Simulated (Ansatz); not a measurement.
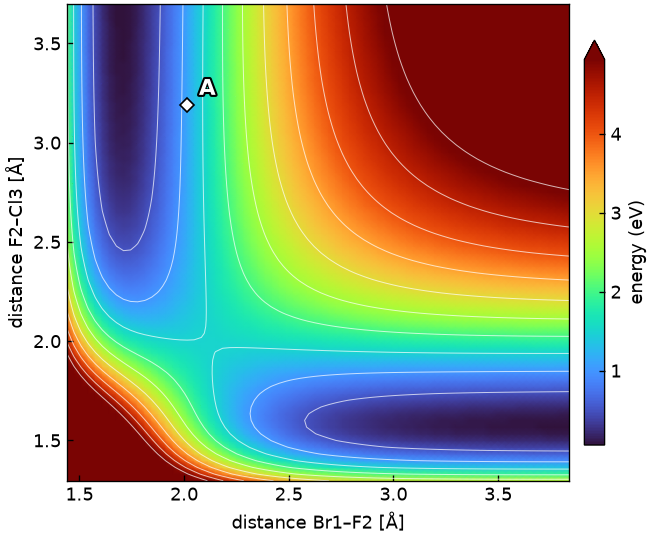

The system Br⁻ + FCl. First axis: distance Br1–F2. Second axis: distance F2–Cl3. Nothing is relaxed (the angle Br1–F2–Cl3 is fixed at 180 degrees). The scan uses a 13 × 13 grid. Points are written as (first, second). Energies are in eV, from Br with charge -1 far from the relaxed FCl (each part in its own basis). The reference is spin-restricted, so regions where a bond is pulled apart into radicals lie too high. The calculation used RHF/def2-TZVPD in Ansatz 0.2.0.

The picture shows a smooth colour map with a few white contour lines, one colour for all values above the top of the scale, the point A. Between grid points the surface is interpolated.

**Which way does the force act at A, and how strong is it?**

A, at (2.015 Å, 3.190 Å), is not a stationary point. The computed force is 5 eV for each Å towards smaller values of distance Br1–F2 and 0.05 eV for each Å towards larger values of distance F2–Cl3.
